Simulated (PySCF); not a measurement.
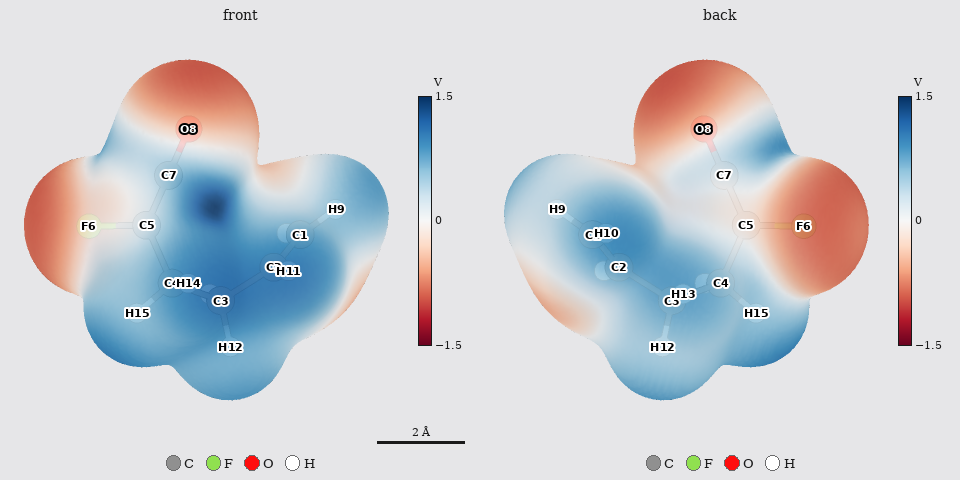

Figure. C$_{6}$H$_{7}$FO (SMILES C=CCCC(F)=C=O). The electrostatic potential painted on the density surface at 0.002 e/bohr³, seen from the front and from behind; red is negative and blue positive.

Geometry: GFN2-xTB, MD frame at 250 fs, 300 K.

All numbers below come from PBE0/pcSseg-1, SCF density, gas phase, non-relativistic in PySCF.

```xyz
15

C    -2.0356    1.1271    0.4393
C    -1.3372    0.6655   -0.5874
C    -0.8814   -0.7474   -0.6477
C     0.6044   -0.8079   -0.7724
C     1.3028   -0.5123    0.5337
F     1.9810   -1.6156    1.1565
C     1.4116    0.5966    1.1339
O     1.4773    1.5975    1.7426
H    -2.2425    2.1664    0.4444
H    -2.3795    0.4881    1.2403
H    -1.0429    1.2849   -1.4156
H    -1.3988   -1.2508   -1.4721
H    -1.2325   -1.2755    0.2288
H     0.9106   -0.1144   -1.5611
H     0.9631   -1.7650   -1.0876
```

Q: Which sites attract a positive test charge, and which a negative one?

A: A positive charge is drawn to the negative regions and a negative charge to the positive ones. The most negative region (about −0.9 V, or −21 kcal/mol for a unit charge) lies over F6 and O8, the most positive (about +1.3 V, or +30 kcal/mol for a unit charge) over C7.

Q: What dipole moment does the calculation give?

A: Its dipole moment is 2.49 D.
